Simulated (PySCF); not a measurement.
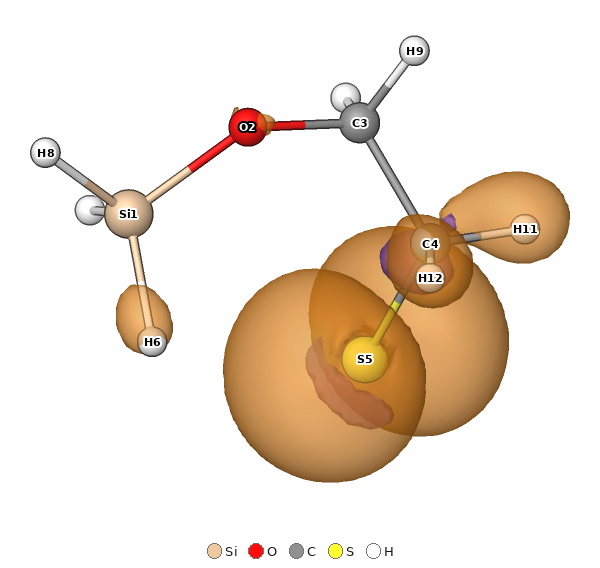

Figure 1: C2H7OSSi (SMILES [SiH3]OCC[S]) (doublet). Isosurfaces of the spin density (α minus β) at +0.015 (orange) and −0.015 e/Å³ (purple), seen at a tilt.

Geometry: GFN2-xTB.

Method: PySCF 2.14.0, density-fitted response routines, UKS B3LYP, pcH-1 on C H O S Si, non-relativistic, mean-field spin-orbit, GIAO.

```xyz
12

Si   -1.7457   -0.2956    0.6105
O    -0.6717    0.8661    0.2350
C     0.5188    0.7902   -0.4680
C     1.5421   -0.1348    0.1913
S     1.1198   -1.8661   -0.0178
H    -1.2191   -1.2204    1.6190
H    -2.1463   -1.0561   -0.5738
H    -2.7857    0.5701    1.1434
H     0.9365    1.8042   -0.5056
H     0.3320    0.4495   -1.4947
H     2.5225    0.0177   -0.2615
H     1.5980    0.0747    1.2608
```

### Where is the unpaired spin?

The unpaired spin (1 electron) lies mostly on S5 (about 0.9), in electrons by Hirshfeld's partition.
